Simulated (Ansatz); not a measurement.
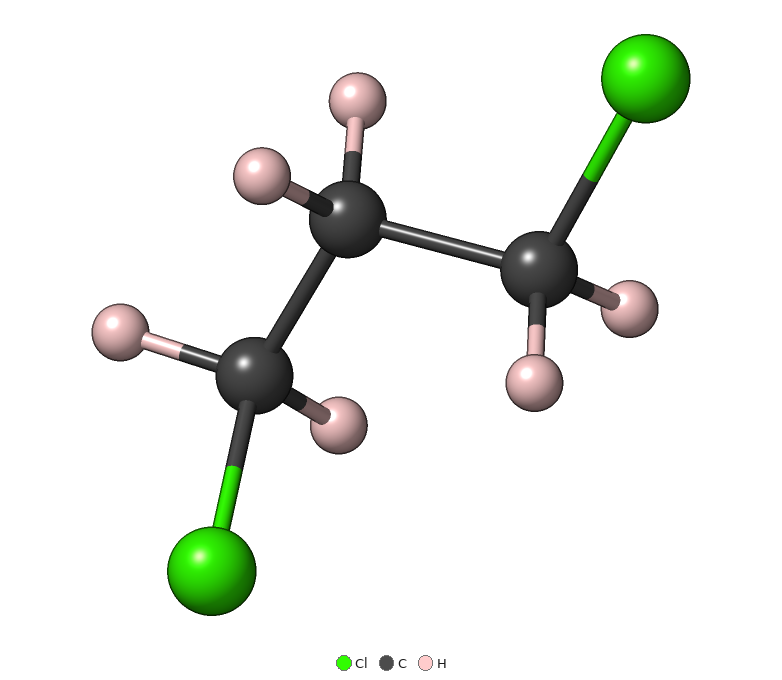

The picture comes from a calculation with Ansatz.

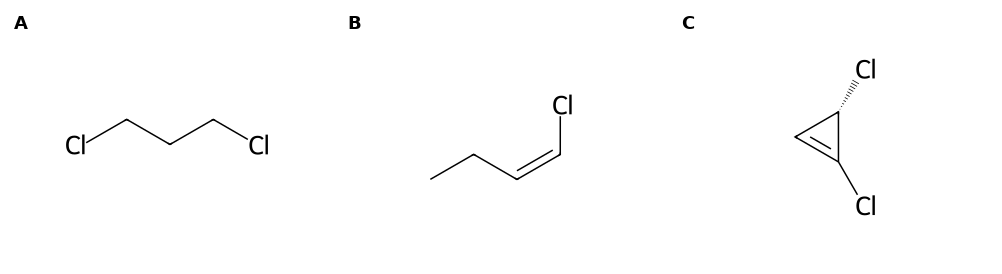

**Which structural formula matches the 3D model?**

A, `ClCCCCl`.
